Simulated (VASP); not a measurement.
Band structure of Pt3Ti (L1_2). These are PBE GGA with D3 dispersion (zero damping), VASP's PBE PAW potentials (set 64) (plane waves; VASP 6.6.1) values and carry that method's errors.

Unless said otherwise, spin-orbit coupling is left out, though it shifts the bands of the heavy elements here.

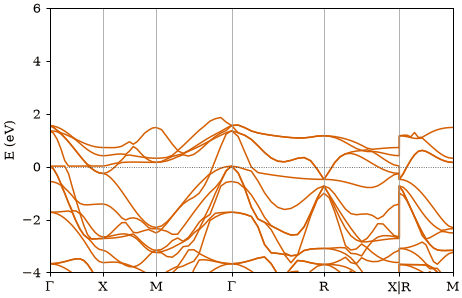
Figure. Bands along high-symmetry lines, zero at the valence-band maximum or, without a gap, the Fermi level

Task: Read the plot: is there a gap, and where are the band edges?

Result: It has no gap at this level: it comes out as a metal or semimetal. (Edges off the drawn lines would not show.)

The compound is Pt3Ti in the L1_2 structure. It was relaxed first.
